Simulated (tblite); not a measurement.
## Frequency calculation of C₅H₁₁NSSi

System: C₅H₁₁NSSi.
Method: GFN2-xTB harmonic vibrations, gas phase (tblite 0.8.0).

It belongs to a series of runs on one base structure; here: H on C replaced by C(S)CH3.

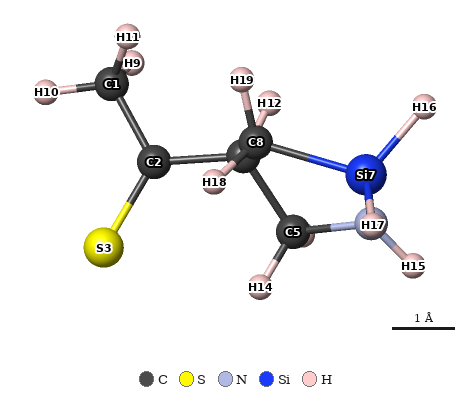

**Figure 1.** The structure (ball-and-stick view, seen at a tilt; atoms are numbered from 1 in the order of the input).

### Results in brief

```csv
quantity,value
outcome,converged
total energy,−658.9735 eV
zero-point energy,93.5010 kcal/mol
hardware,"1 CPU thread, shared host"
wall time,2.6 s
peak memory,0.18 GiB
```

### Input
```
{"job": {"kind": "ir", "xc": "GFN2-xTB", "basis": "xTB"}, "charge": 0, "multiplicity": 1}
C     -2.684516     0.489995     0.336778
C     -1.557301    -0.483420     0.285869
S     -1.734888    -1.994426     0.860677
C     -0.265219     0.024717    -0.261775
C      0.584573    -1.027086    -0.976283
N      1.907507    -0.451501    -1.107903
Si     2.358791     0.584563     0.181296
C      0.591065     0.583825     0.890009
H     -3.026779     0.700679    -0.678121
H     -3.516170     0.091648     0.912380
H     -2.354672     1.432590     0.773100
H     -0.460872     0.842597    -0.962970
H      0.169649    -1.251117    -1.964432
H      0.592885    -1.954670    -0.390730
H      2.540885    -0.991517    -1.672469
H      2.785473     1.878580    -0.354069
H      3.313213     0.063743     1.164765
H      0.523917    -0.085877     1.747555
H      0.222655     1.555928     1.208862
```

The first line tells a small driver script what to run in tblite; the rest is the geometry in Å.

Run as:
```bash
OMP_NUM_THREADS=1 python <driver script> task.json out
```

### The program's output
```
mode    cm-1     km/mol
  1      36.8      2.86
  2      86.0      1.56
  3     113.6      0.81
  4     145.9      2.20
  5     162.8      3.10
  6     231.0      2.43
  7     301.2      1.11
  8     374.2     57.11
  9     429.0     27.02
 10     478.0      2.53
 11     485.2     22.06
 12     509.5      3.17
 13     527.6     70.03
 14     540.0     27.68
 15     670.4    142.89
 16     753.6     60.93
 17     789.8    129.41
 18     792.9      8.92
 19     805.6    210.98
 20     864.0    127.48
 21     916.7     10.39
 22     974.5      7.05
 23     980.4     10.61
 24    1015.4      4.67
 25    1069.0      0.91
 26    1114.2      7.14
 27    1130.7     21.47
 28    1158.3     24.81
 29    1199.5     88.15
 30    1214.1      5.56
 31    1233.7     49.18
 32    1275.8     77.55
 33    1294.2     57.83
 34    1321.4     23.12
 35    1360.7     13.04
 36    1378.4     25.25
 37    1457.0      7.14
 38    1460.3      0.94
 39    1485.0      2.76
 40    1496.3      0.65
 41    2224.9    434.52
 42    2258.0    252.88
 43    2894.0     28.89
 44    2930.3     40.31
 45    2938.1     47.39
 46    2980.3      6.45
 47    2989.6     44.16
 48    3005.4      6.35
 49    3016.1     35.34
 50    3048.3     14.08
 51    3487.0      2.12
```

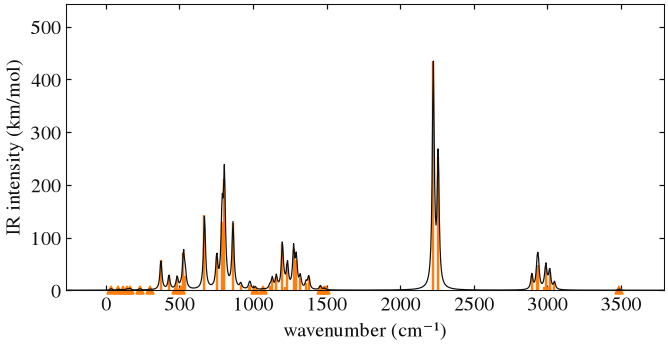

**Figure 2.** Harmonic infrared spectrum, unscaled: sticks (degenerate modes added up, dark ones marked on the axis) with a Lorentzian envelope of 16 cm⁻¹ full width, scaled to the tallest stick. 51 modes from 37 to 3487 cm⁻¹, none imaginary. The strongest line is at 2225 cm⁻¹ (435 km/mol).
